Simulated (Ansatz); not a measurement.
## Electronic structure of CH$_{3}$FO$_{2}$Si (SMILES O[SiH]1OC1F) in real space

Input

```
crystal:
  periodic: [false, false, false]
  atoms:
    - {symbol: O, position_ang: [-0.379000, 1.383848, 1.230901]}
    - {symbol: Si, position_ang: [0.574796, 0.391766, 0.373581]}
    - {symbol: O, position_ang: [0.286630, -1.243597, 0.371881]}
    - {symbol: C, position_ang: [-0.058542, -0.705150, -0.918990]}
    - {symbol: F, position_ang: [-1.409066, -0.750952, -1.137623]}
    - {symbol: H, position_ang: [-1.326649, 1.230274, 1.200122]}
    - {symbol: H, position_ang: [1.958141, 0.846546, 0.564729]}
    - {symbol: H, position_ang: [0.445791, -1.209836, -1.740602]}
basis:
  gaussian: {orbitals: def2-TZVPP}
hamiltonian: {xc: pbe0, dispersion: d4}
output: {orbitals: {seedname: orbitals}}
```

Command:

```sh
ansatz run in.yaml --threads 2 --pin off --events-out ev --progress --plain --max-ram 4352MiB
```

Geometry: PBE0-D4/def2-TZVP.

Theory: RKS PBE0-D4/def2-TZVPP (Ansatz).

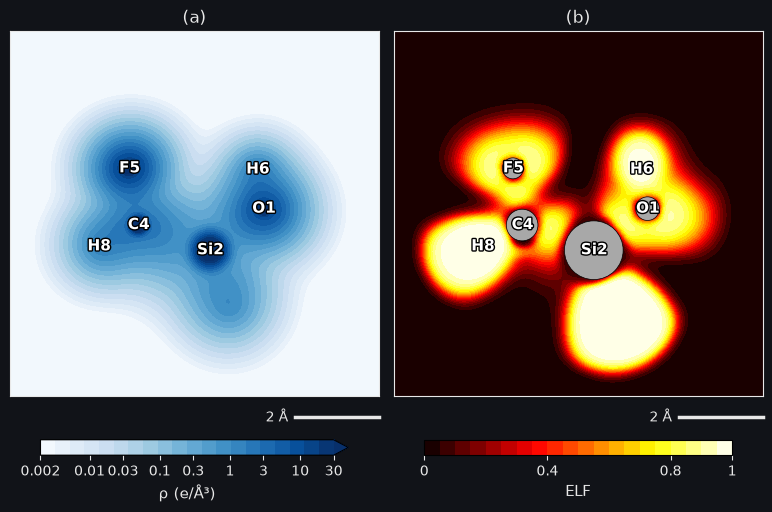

Figure 1. (a) total electron density; (b) electron localisation function on the plane of atoms Si2, C4 and F5. Grey discs cover the atomic cores in the ELF map.

Question: Interpret the plot.

Answer: Atoms in the plane: O, Si, C, F and H.
C–F (1.37 Å): the density is about 2.1 e/Å³ at the midpoint, with its minimum of 1.7 e/Å³ about 0.5 Å from C; the ELF peaks at about 0.85 between the atoms: a shared but strongly polarised pair.
Si–O (1.62 Å): the density is about 1.2 e/Å³ at the midpoint; the ELF peaks at about 0.85 between the atoms; a polar covalent bond.
C–Si (1.81 Å): ρ is about 0.95 e/Å³ halfway; the ELF peaks at about 0.85 between the atoms; localised, covalent bonding.
O–H (0.96 Å): the density is about 3.8 e/Å³ at the midpoint; the ELF climbs to about 1 towards the hydrogen, as it does in any bond to H (an ordinary covalent bond to hydrogen).
C–H (1.09 Å): the density is about 2.1 e/Å³ at the midpoint; the ELF climbs to about 1 towards the hydrogen: an ordinary covalent bond to hydrogen.
The ELF also peaks beside O1 and F5, away from the bonds: lone-pair regions.

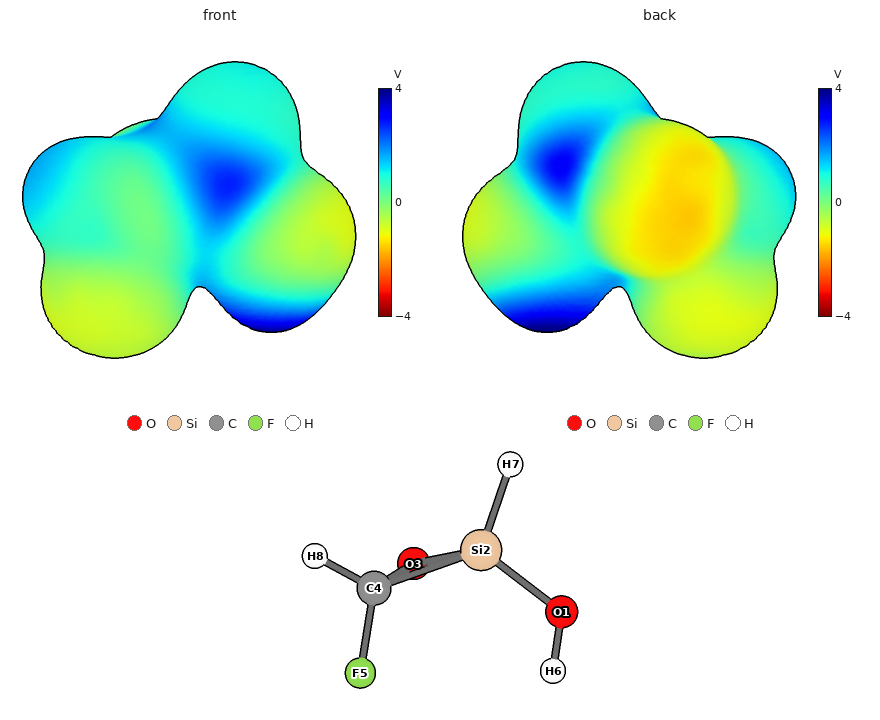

Figure 2. The electrostatic potential painted on the density surface at 0.004 e/bohr³, seen from the front and from behind; the colour scale runs from red (negative) to blue (positive). The bare structure is drawn below in the same view.

Question: Describe the electrostatic potential map.

Answer: The most negative region (about −1.5 V) lies over O3, the most positive (about +3.9 V) over H6. O3 is the likeliest acceptor of a hydrogen bond.

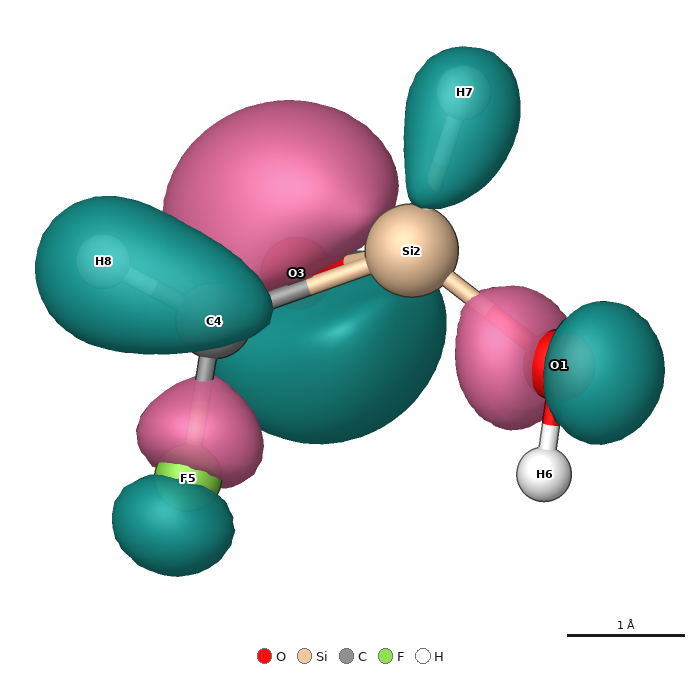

Figure 3. The HOMO−1 at ±0.1 Å⁻³ᐟ² (teal and pink are the two phases), seen across its widest extent.

Question: Where does this orbital lie, and at what energy?

Answer: It lies mainly on O3 (about 65 %), C4 (about 10 %), O1 (about 5 %) and F5 (about 5 %). Its energy is −9.41 eV.
